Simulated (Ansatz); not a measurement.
The reference is SnO (space group P4/nmm, No. 129; a = 3.837 Å, c = 4.759 Å; layered, stacked along the Cartesian z axis).

Structures relaxed with PBE-D3(BJ) (Ansatz, a first-principles code, PAW, spin-orbit coupling left out).

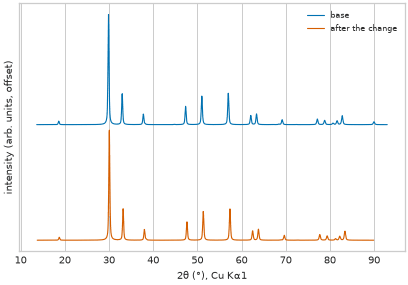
Simulated powder patterns before (top) and after one change

### Question
What was done to the base?
A. isotropic strain −1.80 %
B. isotropic strain −2.40 %
C. isotropic strain −1.20 %
D. isotropic strain −0.60 %

### Answer
D, isotropic strain −0.60 %. Its volume per atom is 17.20 Å³ against 17.52 Å³, and its space group is P4/nmm (No. 129).

No phonon test of stability was made. All final runs are without spin polarisation.
